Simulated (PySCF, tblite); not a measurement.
# P₂₅H₁₃: electronic excitations, NMR shifts

Wanted: electronic excitations, NMR shifts for P₂₅H₁₃.

Programs: tblite 0.8.0 and PySCF 2.14.0, with routines of our own; each step states its level. All values are computed. Atoms count from 0.

## (1) The starting structure

38 atoms, charge 0, multiplicity 1; geometry from: force field, distance geometry or constructed start.

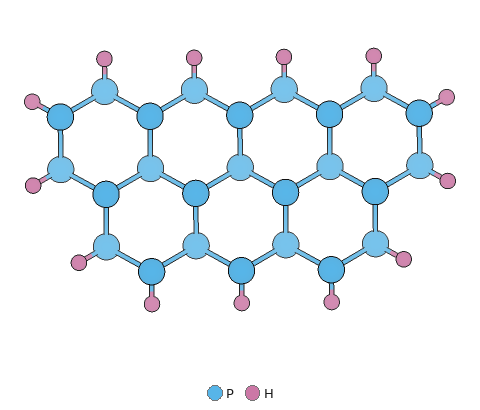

The starting geometry (phosphorus blue, hydrogen pink).

## (2) Geometry optimisation with GFN2-xTB

What the job is given:

```
{"job": {"kind": "relax", "xc": "GFN2-xTB", "basis": "xTB"}, "charge": 0, "multiplicity": 1}
P     -1.631400     2.633500    -0.617000
P     -3.275800     3.582600     0.617700
P     -4.903700     2.633000    -0.614400
P     -4.909600     0.750200     0.618400
P     -3.273600    -0.200100    -0.612000
P     -1.639600     0.745300     0.622000
P      4.909000     2.637000    -0.618700
P      3.276000     3.582700     0.626100
P      1.639000     2.633200    -0.615800
P      1.633500     0.745000     0.626200
P      3.270500    -0.200100    -0.617500
P      4.906400     0.743800     0.624600
P     -6.548600    -0.198200    -0.610400
P     -6.543000    -2.088900     0.621900
P     -4.911100    -3.028000    -0.615200
P     -3.274500    -2.087700     0.630900
P      0.000400     3.581900     0.625500
P     -0.001100    -0.202300    -0.616400
P     -0.000600    -2.086500     0.627100
P      1.639100    -3.032200    -0.612700
P      3.270300    -2.084500     0.626100
P      6.544300    -0.197400    -0.615600
P      4.912300    -3.028500    -0.608800
P      6.541000    -2.092600     0.623100
P     -1.635800    -3.030500    -0.614500
H     -3.278700     4.749600    -0.141000
H     -5.921900     3.222800     0.152100
H      5.922000     3.221100     0.154000
H      3.273200     4.750900    -0.145500
H     -7.557800     0.386700     0.156200
H     -7.555300    -2.673000    -0.144600
H     -4.910800    -4.202200     0.153000
H     -0.001000     4.750600    -0.145400
H      1.638400    -4.204800     0.156500
H      7.560100     0.388100     0.149500
H      4.909400    -4.201300     0.149900
H      7.558100    -2.673500    -0.147600
H     -1.635400    -4.201000     0.150200
```

Command:

```sh
$ OMP_NUM_THREADS=4 python large_run.py task.json out
```

This one command runs all jobs of the session in turn.

Output:

```text
step      E/eV     max force
  0   -1904.38837    1.571
  1   -1904.91667    0.975
  2   -1905.22002    0.179
  3   -1905.22843    0.162
  4   -1905.24280    0.156
  5   -1905.26515    0.206
  6   -1905.28361    0.213
  7   -1905.29431    0.153
  8   -1905.29940    0.124
  9   -1905.30374    0.137
 10   -1905.31018    0.167
 11   -1905.31780    0.160
 12   -1905.32387    0.111
 13   -1905.32676    0.074
 14   -1905.32804    0.052
 15   -1905.32908    0.067
 16   -1905.33068    0.087
 17   -1905.33315    0.099
 18   -1905.33635    0.098
 19   -1905.33900    0.068
 20   -1905.34027    0.043
 21   -1905.34078    0.038
 22   -1905.34117    0.031
 23   -1905.34172    0.039
 24   -1905.34237    0.044
 25   -1905.34289    0.035
 26   -1905.34316    0.022
 27   -1905.34332    0.019
```

Wall time 4.2 s (4 threads of Arm Neoverse N1, shared host); peak memory 0.16 GiB.

The steps of the relaxation:

| step | energy from step 0 (eV) | largest force (eV/Å) |
| --- | --- | --- |
| 0 | 0.0000 | 1.5709 |
| 1 | -0.5283 | 0.9752 |
| 2 | -0.8317 | 0.1792 |
| 3 | -0.8401 | 0.1618 |
| 4 | -0.8544 | 0.1554 |
| 5 | -0.8768 | 0.2066 |
| 6 | -0.8952 | 0.2133 |
| 7 | -0.9059 | 0.1524 |
| 8 | -0.9110 | 0.1242 |
| 9 | -0.9154 | 0.1366 |
| 10 | -0.9218 | 0.1661 |
| 12 | -0.9355 | 0.1108 |
| 13 | -0.9384 | 0.0734 |
| 14 | -0.9397 | 0.0517 |
| 16 | -0.9423 | 0.0872 |
| 17 | -0.9448 | 0.0985 |
| 18 | -0.9480 | 0.0977 |
| 20 | -0.9519 | 0.0425 |
| 21 | -0.9524 | 0.0378 |
| 23 | -0.9534 | 0.0388 |
| 24 | -0.9540 | 0.0441 |
| 25 | -0.9545 | 0.0355 |
| 26 | -0.9548 | 0.0224 |
| 27 | -0.9550 | 0.0192 |

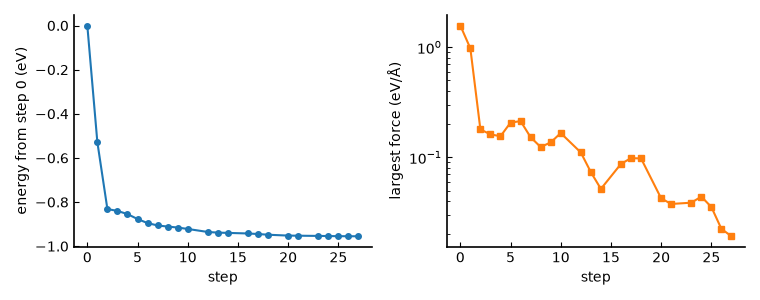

Energy and largest force along the relaxation.

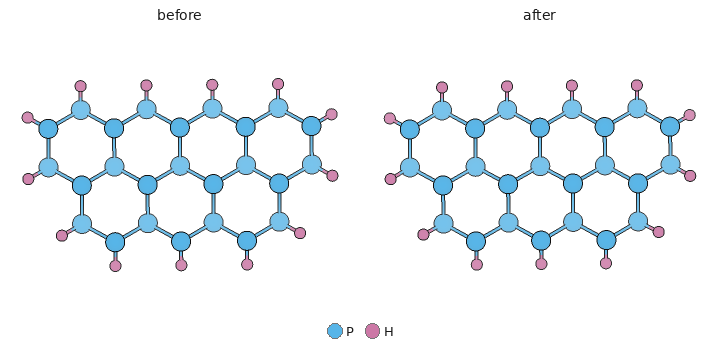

The geometry before (left) and after (right).

Distances of close pairs at the start and the end, largest changes first:

| bond | before (Å) | after (Å) | change (Å) |
| --- | --- | --- | --- |
| P21–P23 | 2.264 | 2.184 | -0.081 |
| P6–P7 | 2.261 | 2.180 | -0.080 |
| P15–P24 | 2.264 | 2.187 | -0.077 |
| P8–P16 | 2.264 | 2.187 | -0.077 |
| P18–P19 | 2.263 | 2.188 | -0.075 |
| P6–P11 | 2.265 | 2.191 | -0.074 |
| P12–P13 | 2.257 | 2.184 | -0.073 |
| P0–P1 | 2.265 | 2.192 | -0.073 |

The final coordinates are the input of the step that follows.

## (3) Electronic excitations: TDA PBE0/def2-SVP

What the job is given:

```
{"job": {"kind": "uv", "basis": "def2-SVP", "grid": 1, "kgrid": 0, "vcut": 1.5, "nstates": 6, "ntriplets": 2, "tda": true, "delta": [], "pop": true, "xc": "PBE0"}, "charge": 0, "multiplicity": 1}
P     -1.605971     2.607540    -0.525530
P     -3.244682     3.544679     0.588290
P     -4.836429     2.618324    -0.578372
P     -4.848891     0.741864     0.553333
P     -3.214523    -0.188179    -0.597533
P     -1.612963     0.716784     0.604869
P      4.836531     2.618574    -0.577739
P      3.244185     3.544344     0.588771
P      1.605303     2.607413    -0.525463
P      1.612724     0.716441     0.604555
P      3.214199    -0.188286    -0.597549
P      4.849206     0.741714     0.552784
P     -6.478435    -0.189998    -0.578711
P     -6.469604    -2.059435     0.549881
P     -4.857008    -3.007980    -0.576212
P     -3.219791    -2.073675     0.542500
P     -0.000217     3.539705     0.631168
P     -0.000374    -0.183009    -0.584182
P     -0.000324    -2.077192     0.539751
P      1.611941    -3.004140    -0.612715
P      3.219472    -2.073719     0.543097
P      6.477695    -0.190544    -0.581093
P      4.856099    -3.008078    -0.575916
P      6.470048    -2.059259     0.548303
P     -1.612686    -3.003118    -0.613900
H     -3.210095     4.687494    -0.223963
H     -5.849658     3.169090     0.218675
H      5.849661     3.169143     0.219778
H      3.210067     4.687534    -0.222577
H     -7.447698     0.392818     0.249255
H     -7.456980    -2.633858    -0.260084
H     -4.841746    -4.136463     0.254137
H     -0.000181     4.687041    -0.180170
H      1.609957    -4.155763     0.192412
H      7.447656     0.392628     0.245576
H      4.841987    -4.136349     0.254985
H      7.456210    -2.634158    -0.262581
H     -1.610887    -4.155638     0.190050
```

With the program's defaults for keys left out, this is: TDA PBE0/def2-SVP, vertical, gas phase, core orbitals frozen in the response, virtual orbitals cut by energy.

Output:

```text
start: PBE on a coarse grid of 46783 points
cycle   1  E = -8534.0830224740  dE =  3.695e+00  |g| = 2.788e-01  |ddm| = 7.923e+00
cycle   2  E = -8534.1014142129  dE = -1.839e-02  |g| = 1.093e-01  |ddm| = 1.008e+00
cycle   3  E = -8534.1026252077  dE = -1.211e-03  |g| = 1.039e-01  |ddm| = 4.428e-01
cycle   4  E = -8534.1056000329  dE = -2.975e-03  |g| = 5.093e-02  |ddm| = 2.277e-01
cycle   5  E = -8534.1064169405  dE = -8.169e-04  |g| = 1.269e-02  |ddm| = 9.832e-02
cycle   6  E = -8534.1064740251  dE = -5.708e-05  |g| = 3.543e-03  |ddm| = 2.517e-02
final grid: 180502 points
cycle   7  E = -8536.0375352989  dE = -1.892e-02  |g| = 3.066e-02  |ddm| = 5.936e-01
cycle   8  E = -8536.0374749344  dE =  6.036e-05  |g| = 3.610e-02  |ddm| = 1.409e-01
cycle   9  E = -8536.0378925391  dE = -4.176e-04  |g| = 1.199e-02  |ddm| = 7.930e-02
cycle  10  E = -8536.0379375506  dE = -4.501e-05  |g| = 3.942e-03  |ddm| = 2.644e-02
cycle  11  E = -8536.0379372955  dE =  2.551e-07  |g| = 1.553e-03  |ddm| = 9.112e-03
cycle  12  E = -8536.0379428999  dE = -5.604e-06  |g| = 5.227e-04  |ddm| = 3.486e-03
cycle  13  E = -8536.0379453046  dE = -2.405e-06  |g| = 1.683e-04  |ddm| = 1.226e-03
cycle  14  E = -8536.0379385369  dE =  6.768e-06  |g| = 4.348e-05  |ddm| = 3.852e-04
converged SCF energy = -8536.0379385369

Static polarisability (au): isotropic 623.892, principal 296.890 645.351 929.436

Singlet excitations
state   eV       nm        f      main configurations
  1   3.5360    350.6   0.00013   H->L 0.94
  2   3.5730    347.0   0.00037   H-1->L 0.53, H-3->L 0.30, H-2->L 0.13
  3   3.6401    340.6   0.00044   H-2->L 0.65, H-1->L 0.26
  4   3.6959    335.5   0.00499   H-3->L 0.60, H-2->L 0.16, H-1->L 0.15
  5   3.7371    331.8   0.00033   H-4->L 0.71, H->L+1 0.12
  6   3.7706    328.8   0.00592   H->L+1 0.72, H-4->L 0.15

Triplet excitations (Tamm-Dancoff, eV): 3.2857 3.2881
```

Wall time 2.6 min (4 threads of Arm Neoverse N1, shared host); peak memory 3 GiB.

Frontier orbitals and where they lie:

| orbital | eV | atoms |
| --- | --- | --- |
| HOMO−4 | -6.43 | P1 10 %, P7 9 %, P0 8 % |
| HOMO−3 | -6.41 | P9 10 %, P5 10 %, P17 10 % |
| HOMO−2 | -6.37 | P18 20 %, P19 10 %, P24 10 % |
| HOMO−1 | -6.33 | P17 9 %, P16 7 %, P0 6 % |
| HOMO | -6.27 | P10 12 %, P4 12 %, P3 9 % |
| LUMO | -1.88 | P9 8 %, P5 8 %, P17 8 % |
| LUMO+1 | -1.67 | P5 10 %, P9 10 %, P4 8 % |
| LUMO+2 | -1.62 | P16 8 %, P8 7 %, P0 7 % |
| LUMO+3 | -1.58 | P17 13 %, P5 10 %, P9 10 % |

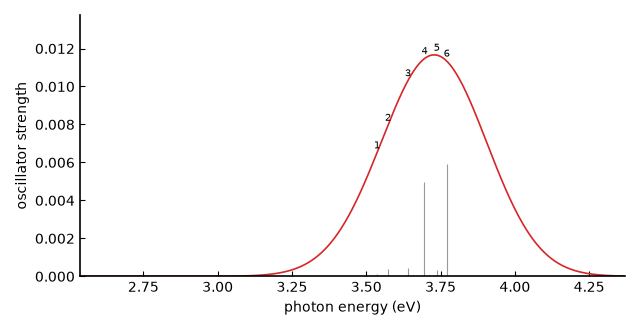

Absorption spectrum from the 6 singlet states computed; above the last one it falls off for lack of states. Lines are broadened to a width of 0.40 eV (Gaussian).

Further results of this job:

| property | computed |
| --- | --- |
| dipole moment (D) | 0.70 |
| polarisability (Å³) | 92.45 |
| HOMO–LUMO gap (eV) | 4.38 |
| −ε(HOMO) (eV) | 6.27 |

## (4) NMR shifts: GIAO KT3/pcSseg-1

The job, as its differences from that of step 3:

```diff
@@ -1,2 +1,2 @@
-{"job": {"kind": "uv", "basis": "def2-SVP", "grid": 1, "kgrid": 0, "vcut": 1.5, "nstates": 6, "ntriplets": 2, "tda": true, "delta": [], "pop": true, "xc": "PBE0"}, "charge": 0, "multiplicity": 1}
+{"job": {"kind": "nmr", "xc": "KT3", "basis": "pcSseg-1", "pop": false}, "charge": 0, "multiplicity": 1}
 P     -1.605971     2.607540    -0.525530
```

Level: GIAO KT3/pcSseg-1 NMR shielding, non-relativistic, gas phase.

Output:

```text
start: PBE on a coarse grid of 46783 points
cycle   1  E = -8537.4410390537  dE =  3.876e+00  |g| = 3.930e-01  |ddm| = 7.735e+00
cycle   2  E = -8537.4605423757  dE = -1.950e-02  |g| = 1.613e-01  |ddm| = 9.959e-01
cycle   3  E = -8537.4636816919  dE = -3.139e-03  |g| = 9.959e-02  |ddm| = 4.502e-01
cycle   4  E = -8537.4663687085  dE = -2.687e-03  |g| = 4.077e-02  |ddm| = 2.146e-01
cycle   5  E = -8537.4668331877  dE = -4.645e-04  |g| = 1.420e-02  |ddm| = 8.529e-02
cycle   6  E = -8537.4668949251  dE = -6.174e-05  |g| = 5.936e-03  |ddm| = 3.053e-02
final grid: 340155 points
cycle   7  E = -8605.8829728219  dE = -1.373e-01  |g| = 5.948e-01  |ddm| = 1.489e+00
cycle   8  E = -8605.8923059907  dE = -9.333e-03  |g| = 2.858e-01  |ddm| = 8.821e-01
cycle   9  E = -8605.8942641808  dE = -1.958e-03  |g| = 1.411e-01  |ddm| = 5.671e-01
cycle  10  E = -8605.9009718337  dE = -6.708e-03  |g| = 3.461e-02  |ddm| = 3.049e-01
cycle  11  E = -8605.9013746943  dE = -4.029e-04  |g| = 7.805e-03  |ddm| = 7.481e-02
cycle  12  E = -8605.9014032779  dE = -2.858e-05  |g| = 3.211e-03  |ddm| = 1.957e-02
cycle  13  E = -8605.9013970089  dE =  6.269e-06  |g| = 1.014e-03  |ddm| = 7.741e-03
cycle  14  E = -8605.9013965615  dE =  4.474e-07  |g| = 5.242e-04  |ddm| = 2.885e-03
cycle  15  E = -8605.9013957355  dE =  8.260e-07  |g| = 1.251e-04  |ddm| = 1.167e-03
cycle  16  E = -8605.9013938720  dE =  1.863e-06  |g| = 6.855e-05  |ddm| = 3.026e-04
converged SCF energy = -8605.9013938720

GIAO shielding tensors (ppm)
atom      isotropic    diamagn.    paramagn.     s11        s22        s33       span
  0 P      381.634     962.969    -581.335    327.094    367.611    450.198    123.104
  1 P      452.611     966.851    -514.239    395.687    456.868    505.279    109.592
  2 P      450.774     967.478    -516.704    390.551    457.250    504.520    113.970
  3 P      383.554     966.446    -582.892    329.566    362.607    458.489    128.923
  4 P      367.229     960.558    -593.329    312.697    321.495    467.495    154.798
  5 P      369.516     957.801    -588.285    316.227    323.965    468.355    152.128
  6 P      450.719     967.475    -516.756    390.651    457.104    504.402    113.751
  7 P      452.570     966.851    -514.281    395.520    456.867    505.324    109.804
  8 P      381.621     962.969    -581.347    327.108    367.630    450.127    123.019
  9 P      369.561     957.807    -588.246    316.312    324.015    468.355    152.043
 10 P      367.233     960.557    -593.324    312.930    321.310    467.460    154.530
 11 P      383.470     966.442    -582.972    329.422    362.546    458.442    129.020
 12 P      453.694     968.801    -515.107    393.440    457.804    509.840    116.400
 13 P      468.337     967.874    -499.537    426.216    457.072    521.725     95.509
 14 P      454.021     967.693    -513.672    393.694    457.470    510.898    117.204
 15 P      382.774     964.009    -581.235    329.017    364.182    455.122    126.106
 16 P      437.876     965.021    -527.144    377.939    445.662    490.027    112.089
 17 P      367.172     956.340    -589.168    316.638    323.733    461.144    144.506
 18 P      385.271     961.256    -575.985    327.744    372.375    455.694    127.950
 19 P      438.172     964.362    -526.190    377.641    446.748    490.126    112.485
 20 P      382.670     964.004    -581.333    328.822    364.128    455.062    126.240
 21 P      453.719     968.798    -515.078    393.282    457.958    509.917    116.634
 22 P      453.993     967.684    -513.691    393.708    457.321    510.949    117.241
 23 P      468.382     967.876    -499.495    426.318    457.097    521.730     95.412
 24 P      438.183     964.361    -526.178    377.567    446.848    490.134    112.567
 25 H       28.445      30.798      -2.353     22.283     26.647     36.406     14.123
 26 H       28.430      32.886      -4.456     22.322     26.186     36.782     14.460
 27 H       28.427      32.878      -4.450     22.320     26.182     36.780     14.460
 28 H       28.448      30.801      -2.353     22.286     26.650     36.408     14.122
 29 H       28.533      32.702      -4.169     22.619     26.245     36.734     14.115
 30 H       28.205      30.941      -2.736     22.456     24.728     37.432     14.976
 31 H       28.542      30.469      -1.927     22.467     26.818     36.342     13.875
 32 H       28.675      31.818      -3.143     22.277     27.951     35.799     13.521
 33 H       28.671      31.079      -2.408     22.166     28.258     35.589     13.423
 34 H       28.536      32.706      -4.170     22.622     26.248     36.737     14.115
 35 H       28.539      30.462      -1.923     22.463     26.816     36.338     13.876
 36 H       28.208      30.947      -2.739     22.460     24.730     37.434     14.975
 37 H       28.671      31.082      -2.411     22.164     28.260     35.588     13.424
```

Run time: 40 s. Hardware: 4 threads of Arm Neoverse N1, shared host; peak memory 1.7 GiB.

Shifts follow as δ = σ(reference) − σ, with reference shieldings (ppm) from runs at the same level and on the same kind of geometry: $^{1}$H TMS 31.76, $^{31}$P PH3 612.2. The references are single molecules in the gas phase, so shifts against H2O, NH3, PH3, H3PO4 or CFCl3 are not on the usual liquid scales and can be off by tens of ppm. Atoms listed in one row are averaged.

| atoms | environment | σ (ppm) | δ (ppm) |
| --- | --- | --- | --- |
| H30, H36 | hydrogen on a phosphorus bonded to 2 P | 28.21 | 3.55 |
| H26, H27 | hydrogen on a phosphorus bonded to 2 P | 28.43 | 3.33 |
| H25, H28 | hydrogen on a phosphorus bonded to 2 P | 28.45 | 3.31 |
| H29, H34 | hydrogen on a phosphorus bonded to 2 P | 28.53 | 3.23 |
| H31, H35 | hydrogen on a phosphorus bonded to 2 P | 28.54 | 3.22 |
| H33, H37 | hydrogen on a phosphorus bonded to 2 P | 28.67 | 3.09 |
| H32 | hydrogen on a phosphorus bonded to 2 P | 28.68 | 3.08 |
| P17 | phosphorus bonded to 3 P | 367.2 | 245.0 |
| P4, P10 | phosphorus bonded to 3 P | 367.2 | 244.9 |
| P5, P9 | phosphorus bonded to 3 P | 369.5 | 242.6 |
| P0, P8 | phosphorus bonded to 3 P | 381.6 | 230.6 |
| P15, P20 | phosphorus bonded to 3 P | 382.7 | 229.5 |
| P3, P11 | phosphorus bonded to 3 P | 383.5 | 228.7 |
| P18 | phosphorus bonded to 3 P | 385.3 | 226.9 |
| P16 | phosphorus bonded to 2 P, H | 437.9 | 174.3 |
| P19, P24 | phosphorus bonded to 2 P, H | 438.2 | 174.0 |
| P2, P6 | phosphorus bonded to 2 P, H | 450.7 | 161.4 |
| P1, P7 | phosphorus bonded to 2 P, H | 452.6 | 159.6 |
| P12, P21 | phosphorus bonded to 2 P, H | 453.7 | 158.5 |
| P14, P22 | phosphorus bonded to 2 P, H | 454.0 | 158.2 |
| P13, P23 | phosphorus bonded to 2 P, H | 468.4 | 143.8 |

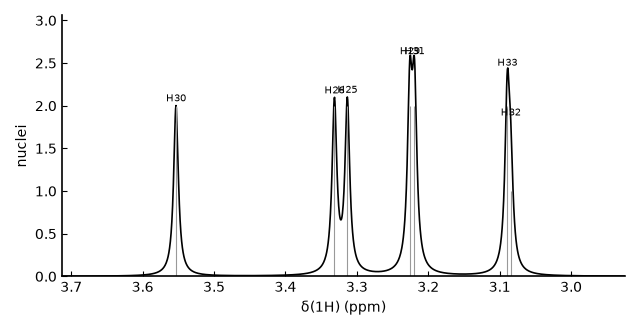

$^{1}$H lines at the computed shifts, without couplings. Lines are broadened to a width of 0.01 ppm (Lorentzian).

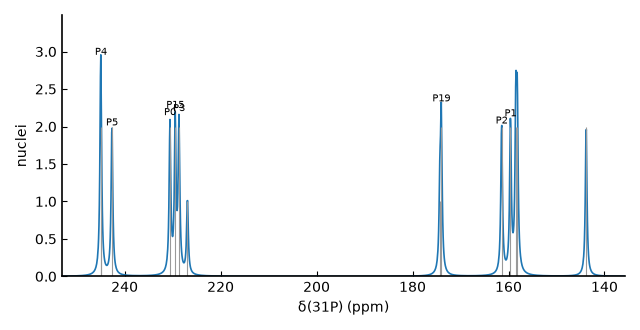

$^{31}$P lines at the computed shifts, without couplings. Lines are broadened to a width of 0.40 ppm (Lorentzian).

Ring of atoms P0, P1, P2, P3, P4, P5: NICS(0) -5.8, NICS(1) -4.5, NICS(1)zz 6.0 ppm (means of both faces).

Ring of atoms P0, P5, P8, P9, P16, P17: NICS(0) -5.9, NICS(1) -4.6, NICS(1)zz 6.6 ppm (means of both faces).

Ring of atoms P3, P4, P12, P13, P14, P15: NICS(0) -5.7, NICS(1) -4.4, NICS(1)zz 5.4 ppm (means of both faces).

## (5) Outcome

| quantity | value |
| --- | --- |
| lowest singlet (PBE0/def2-SVP) | 3.54 eV (351 nm), f = 0.000 |
| brightest single state of those computed | state 6, 3.77 eV, f = 0.006 |
| lowest triplet | 3.29 eV |
| $^{1}$H shifts against TMS (KT3/pcSseg-1, means over atoms taken as alike) | 3.55, 3.33, 3.31, 3.23, 3.22, 3.09, 3.08 ppm |
| $^{31}$P shifts against PH3 (KT3/pcSseg-1, means over atoms taken as alike) | 245.0, 244.9, 242.6, 230.6, 229.5, 228.7, 226.9, 174.3, 174.0, 161.4, 159.6, 158.5, 158.2, 143.8 ppm |

In words: The first singlet state (HOMO→LUMO 0.94) lies at 3.54 eV and is dark; of the 6 states computed, the strongest absorption comes from state 6 at 3.77 eV (the last computed, so partners may be missing). The lowest triplet lies 0.25 eV below the lowest singlet.
